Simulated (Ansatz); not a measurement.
# Geometry relaxation of CH$_{7}$FOSi$_{3}$ (part 2 of 2)

CH$_{7}$FOSi$_{3}$; RKS B3LYP-D4/STO-3G (Ansatz 0.2.0). It belongs to a series of runs on one base structure; here: start relaxed.

Geometry of the input (Å):
```
O  1.1767  -1.4908  -1.4619
Si 0.3470  -1.0965  -0.0614
F  0.2203  -2.4340  0.7820
C  -1.2674  -0.2683  -0.2345
Si -0.6106  1.4723  -0.1776
Si 1.1503  0.7183  1.0664
H  1.2017  -2.3887  -1.6892
H  -1.8272  -0.4856  -1.1701
H  -2.0063  -0.4717  0.6513
H  -1.4884  2.4372  0.5864
H  -0.2289  1.9844  -1.4803
H  0.9174  0.7242  2.5562
H  2.4358  1.2644  0.6476
```

### Trajectory as extended XYZ, continued
```
13
Properties=species:S:1:pos:R:3:forces:R:3 step=5 energy=-29195.16175
O     1.2664   -1.5180   -1.3938    0.1620  -0.2819  -0.2307
Si    0.3997   -1.1438    0.0334   -0.1633  -0.0505   0.2117
F     0.1774   -2.5553    0.8520    0.0535   0.0533  -0.0350
C    -1.2534   -0.2494   -0.3112    0.1032   0.0225  -0.1017
Si   -0.6523    1.5435   -0.0769   -0.0301  -0.0880   0.0379
Si    1.1764    0.7642    1.0069    0.0350  -0.0066  -0.1045
H     0.9985   -2.4830   -1.6315   -0.0377   0.2859   0.1408
H    -1.7129   -0.4649   -1.2817   -0.0296   0.0026  -0.0378
H    -1.9813   -0.5202    0.4625   -0.1022   0.0168   0.0350
H    -1.5917    2.4031    0.6107   -0.0055   0.0005   0.0173
H    -0.3463    2.1393   -1.3597   -0.0051   0.0260   0.0238
H     1.0561    0.7739    2.4475    0.0176   0.0195   0.0377
H     2.4837    1.2757    0.6569    0.0021  -0.0003   0.0056
13
Properties=species:S:1:pos:R:3:forces:R:3 step=6 energy=-29195.17964
O     1.3187   -1.5736   -1.3520   -0.2316  -0.3547   0.0734
Si    0.4038   -1.1393    0.0432    0.0640  -0.1034  -0.0254
F     0.1463   -2.5309    0.8844    0.0446   0.0426  -0.0088
C    -1.2410   -0.2523   -0.3552   -0.0267   0.0468   0.0583
Si   -0.6676    1.5393   -0.0538    0.0035   0.0688  -0.0452
Si    1.1879    0.7727    0.9937    0.0023   0.0076   0.0113
H     0.9349   -2.5019   -1.5932    0.1496   0.3210  -0.0036
H    -1.6614   -0.4475   -1.3489    0.0237   0.0115  -0.0010
H    -2.0050   -0.5374    0.3827    0.0052  -0.0041  -0.0654
H    -1.6133    2.3552    0.6806    0.0054  -0.0409  -0.0050
H    -0.3844    2.2014   -1.3103   -0.0199   0.0052   0.0384
H     1.1159    0.7974    2.4391    0.0032   0.0053  -0.0070
H     2.4856    1.2821    0.6046   -0.0234  -0.0058  -0.0198
13
Properties=species:S:1:pos:R:3:forces:R:3 step=7 energy=-29195.18733
O     1.3507   -1.6161   -1.2944    0.0522   0.4364   0.4297
Si    0.4054   -1.1514    0.0735    0.1198   0.2403  -0.3846
F     0.1214   -2.5019    0.9501   -0.0213  -0.2809   0.1788
C    -1.2324   -0.2555   -0.3667    0.1674  -0.1472   0.0559
Si   -0.6729    1.5310   -0.0391    0.0041   0.0716   0.0190
Si    1.1937    0.7710    0.9938    0.0347   0.0254  -0.0107
H     0.8686   -2.4327   -1.6564   -0.2350  -0.3973  -0.2118
H    -1.5947   -0.4319   -1.3840   -0.0531  -0.0256  -0.0761
H    -2.0250   -0.5722    0.3228   -0.0683   0.0453  -0.0083
H    -1.6201    2.3342    0.7069   -0.0004  -0.0414  -0.0012
H    -0.4113    2.1961   -1.2958    0.0133   0.0681   0.0018
H     1.1559    0.8211    2.4388   -0.0050   0.0033   0.0190
H     2.4812    1.2734    0.5655   -0.0084   0.0020  -0.0117
13
Properties=species:S:1:pos:R:3:forces:R:3 step=8 energy=-29195.20156
O     1.3629   -1.6623   -1.2480   -0.0762   0.0055   0.0928
Si    0.4038   -1.1556    0.0889    0.0729  -0.1002  -0.1121
F     0.0968   -2.4856    1.0086    0.0250   0.0326  -0.0264
C    -1.2154   -0.2593   -0.3949    0.0183  -0.0276  -0.0383
Si   -0.6768    1.5319   -0.0298   -0.0090   0.0080   0.0018
Si    1.2021    0.7763    0.9830    0.0069  -0.0100   0.0232
H     0.8338   -2.4308   -1.6739   -0.0145   0.0486   0.0546
H    -1.5486   -0.4274   -1.4262    0.0243  -0.0086  -0.0054
H    -2.0368   -0.5761    0.2607   -0.0371   0.0375   0.0060
H    -1.6426    2.2745    0.7525    0.0122   0.0000   0.0077
H    -0.4310    2.2635   -1.2540   -0.0272   0.0068   0.0006
H     1.1916    0.8457    2.4284    0.0087  -0.0018   0.0004
H     2.4805    1.2703    0.5198   -0.0042   0.0092  -0.0050
13
Properties=species:S:1:pos:R:3:forces:R:3 step=9 energy=-29195.19547 accepted=F
O     1.3798   -1.7202   -1.1881   -0.4827  -0.5673  -0.4358
Si    0.4061   -1.1649    0.1120   -0.0584  -0.0558   0.0374
F     0.0660   -2.4608    1.0714    0.0383   0.0875  -0.0661
C    -1.1942   -0.2641   -0.4297   -0.1083  -0.0394   0.0106
Si   -0.6776    1.5262   -0.0199   -0.0755   0.0590   0.0077
Si    1.2119    0.7761    0.9799    0.0441   0.0456  -0.0289
H     0.7727   -2.4023   -1.6925    0.4858   0.5368   0.4266
H    -1.4728   -0.4217   -1.4819    0.0516   0.0272   0.1031
H    -2.0557   -0.5802    0.1784    0.0828   0.0082  -0.0692
H    -1.6376    2.2238    0.8133    0.0069  -0.0477  -0.0487
H    -0.4897    2.3061   -1.2276    0.0366  -0.0204   0.0760
H     1.2427    0.8597    2.4255   -0.0188   0.0244  -0.0342
H     2.4687    1.2874    0.4741   -0.0023  -0.0581   0.0214
13
Properties=species:S:1:pos:R:3:forces:R:3 step=10 energy=-29195.20524
O     1.3592   -1.6884   -1.2344   -0.0244   0.0006   0.0386
Si    0.4065   -1.1568    0.0930    0.0152  -0.0428  -0.0521
F     0.0946   -2.4735    1.0289    0.0027   0.0176  -0.0091
C    -1.2067   -0.2586   -0.4115    0.0104  -0.0087  -0.0088
Si   -0.6801    1.5320   -0.0215   -0.0117   0.0041  -0.0045
Si    1.2068    0.7787    0.9790    0.0121   0.0023   0.0029
H     0.8108   -2.4434   -1.6587   -0.0033   0.0264   0.0274
H    -1.5115   -0.4171   -1.4534    0.0195  -0.0059   0.0044
H    -2.0471   -0.5777    0.2188   -0.0157   0.0124  -0.0030
H    -1.6466    2.2499    0.7825    0.0051  -0.0044   0.0062
H    -0.4560    2.2900   -1.2339   -0.0112   0.0030   0.0066
H     1.2120    0.8528    2.4243    0.0028  -0.0047  -0.0036
H     2.4784    1.2773    0.5017   -0.0015   0.0002  -0.0049
13
Properties=species:S:1:pos:R:3:forces:R:3 step=11 energy=-29195.20664
O     1.3664   -1.7362   -1.1866   -0.1050  -0.1368  -0.0993
Si    0.4033   -1.1580    0.1092    0.0088   0.0675   0.0044
F     0.0697   -2.4441    1.0789   -0.0195   0.0170   0.0006
C    -1.1942   -0.2564   -0.4446   -0.0762  -0.0387  -0.0015
Si   -0.6948    1.5318   -0.0002    0.0152   0.0416  -0.0637
Si    1.2192    0.7880    0.9588   -0.0289  -0.0765   0.0736
H     0.7802   -2.4521   -1.6341    0.1102   0.0895   0.0484
H    -1.4344   -0.3956   -1.5092    0.0240   0.0237   0.1144
H    -2.0732   -0.5894    0.1285    0.0927   0.0277  -0.0700
H    -1.6653    2.1959    0.8474    0.0409  -0.0273  -0.0189
H    -0.5027    2.3457   -1.1840   -0.0363  -0.0277   0.0388
H     1.2624    0.8637    2.4041    0.0091   0.0236  -0.0197
H     2.4838    1.2718    0.4467   -0.0350   0.0163  -0.0071
13
Properties=species:S:1:pos:R:3:forces:R:3 step=12 energy=-29195.20722
O     1.3632   -1.7616   -1.1832   -0.0287  -0.0552  -0.0464
Si    0.4048   -1.1626    0.1069   -0.0546   0.0110   0.0406
F     0.0551   -2.4397    1.0841   -0.0076   0.0335  -0.0123
C    -1.1837   -0.2521   -0.4565   -0.1066  -0.0292  -0.0478
Si   -0.6894    1.5343    0.0027   -0.0541  -0.0001   0.0353
Si    1.2194    0.7801    0.9644    0.0303   0.1005  -0.0521
H     0.7743   -2.4797   -1.6194    0.0565   0.0422   0.0217
H    -1.4080   -0.3827   -1.5257    0.0201   0.0156   0.1154
H    -2.0729   -0.5875    0.0996    0.1064   0.0237  -0.0648
H    -1.6534    2.1737    0.8774    0.0247  -0.0301  -0.0544
H    -0.5302    2.3698   -1.1719    0.0136  -0.0430   0.0663
H     1.2771    0.8827    2.4077    0.0000  -0.0199  -0.0262
H     2.4642    1.2905    0.4288    0.0001  -0.0491   0.0248
13
Properties=species:S:1:pos:R:3:forces:R:3 step=13 energy=-29195.20951
O     1.3651   -1.7695   -1.1749   -0.0056  -0.0017   0.0069
Si    0.4017   -1.1560    0.1059    0.0277   0.0113  -0.0201
F     0.0373   -2.4185    1.0936   -0.0065  -0.0304   0.0182
C    -1.1828   -0.2477   -0.4642    0.0317  -0.0482  -0.0231
Si   -0.6980    1.5330    0.0118    0.0015   0.0316   0.0008
Si    1.2218    0.7868    0.9557    0.0060   0.0082  -0.0003
H     0.7802   -2.4893   -1.6103    0.0061   0.0005   0.0056
H    -1.3957   -0.3743   -1.5330   -0.0101   0.0232   0.0031
H    -2.0676   -0.5971    0.0815   -0.0465   0.0087   0.0096
H    -1.6659    2.1597    0.8869   -0.0026  -0.0002   0.0022
H    -0.5372    2.3783   -1.1519   -0.0026  -0.0011   0.0006
H     1.2916    0.8796    2.3983    0.0018  -0.0046  -0.0029
H     2.4700    1.2802    0.4154   -0.0009   0.0028  -0.0005
13
Properties=species:S:1:pos:R:3:forces:R:3 step=14 energy=-29195.20991
O     1.3660   -1.7738   -1.1715    0.0000   0.0028   0.0020
Si    0.4016   -1.1559    0.1059   -0.0041  -0.0121  -0.0014
F     0.0344   -2.4191    1.0939    0.0014   0.0075   0.0001
C    -1.1821   -0.2465   -0.4678   -0.0038  -0.0029   0.0081
Si   -0.7002    1.5343    0.0165   -0.0001  -0.0022  -0.0122
Si    1.2238    0.7879    0.9528   -0.0040   0.0047  -0.0006
H     0.7853   -2.5025   -1.5973    0.0030  -0.0067  -0.0028
H    -1.3883   -0.3635   -1.5391    0.0008   0.0048   0.0035
H    -2.0749   -0.5939    0.0684    0.0041  -0.0033  -0.0021
H    -1.6676    2.1552    0.8963    0.0002  -0.0020   0.0025
H    -0.5471    2.3820   -1.1464    0.0054   0.0108   0.0054
H     1.3002    0.8779    2.3952   -0.0004   0.0006  -0.0007
H     2.4695    1.2830    0.4082   -0.0024  -0.0019  -0.0017
```

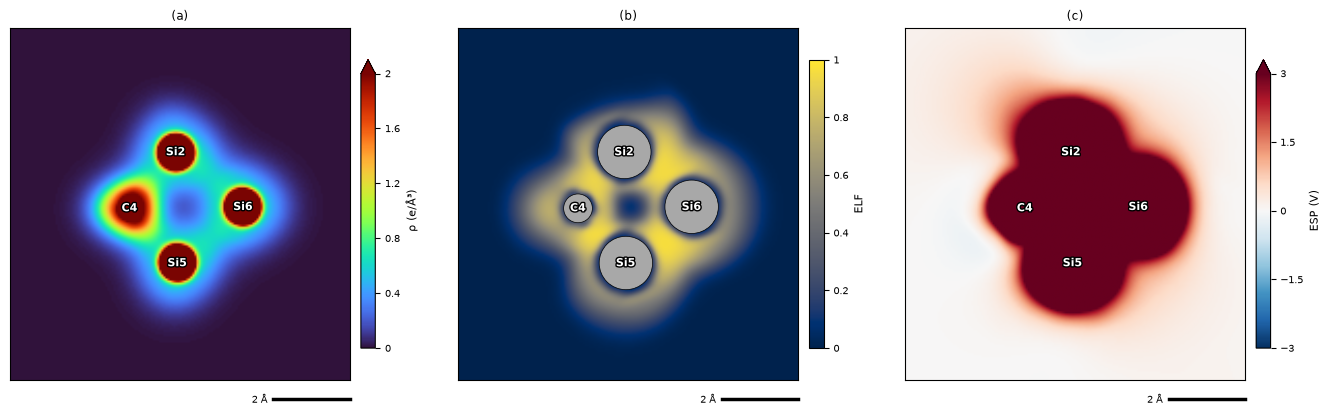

Figure 1. (a) electron density; (b) ELF; (c) molecular electrostatic potential on the plane of atoms Si2, Si6 and Si5. Grey discs, where drawn, cover atomic cores. The section cuts through Si and C sites. C–Si (1.91 Å): ρ at the midpoint is about 0.88 e/Å³; the ELF peaks at about 0.95 between the atoms (a covalent bond). The potential has no marked negative region in this plane.

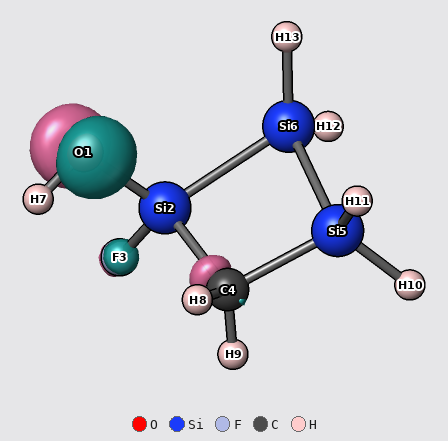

Figure 2. The HOMO at ±0.3 Å⁻³ᐟ² (teal and pink are the two phases), seen at a tilt. Its energy is −3.90 eV.

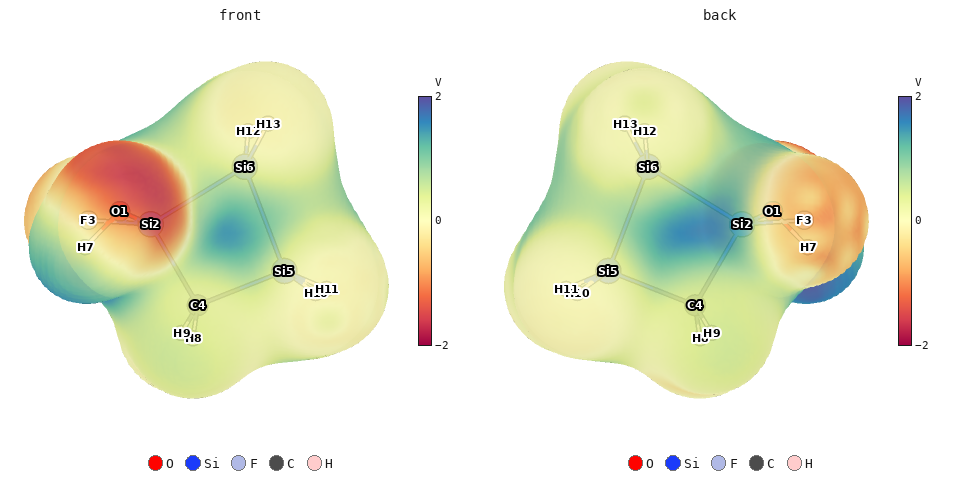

Figure 3. The electrostatic potential painted on the density surface at 0.002 e/bohr³, seen at a tilt and from behind; red is negative and blue positive. A positive charge is drawn to the negative regions and a negative charge to the positive ones.

### Results in brief

| quantity | value |
| --- | --- |
| outcome | converged |
| total energy | −29195.2101 eV |
| mean-field energy | −29194.6033 eV |
| largest force (length of the vector) at the end | 0.013 eV/Å |
| wall time | 1.8 min |
| peak memory | 0.16 GiB |
